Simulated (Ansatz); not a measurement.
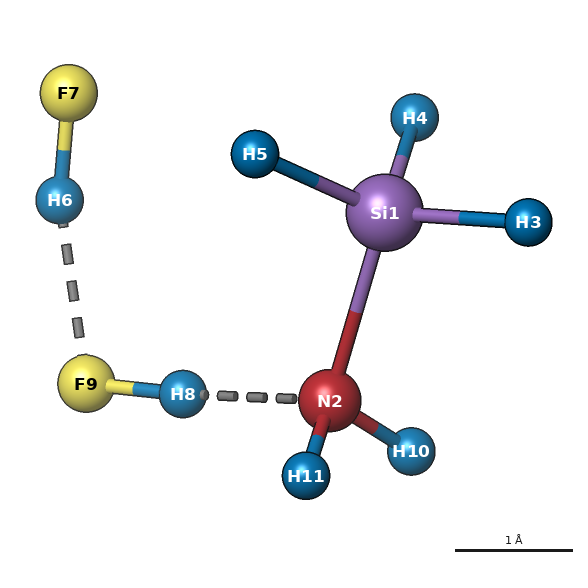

Broken lines mark hydrogen bonds. The geometry was computed by an optimisation with PBE0-D4/def2-TZVP.

Give donor, acceptor, H···A distance and D–H···A angle of each hydrogen bond.

| D–H···A | D–H (Å) | H···A (Å) | angle (°) | kind |
| --- | --- | --- | --- | --- |
| F7–H6···F9 | 0.94 | 1.60 | 164 | intermolecular |
| F9–H8···N2 | 1.00 | 1.52 | 177 | intermolecular |
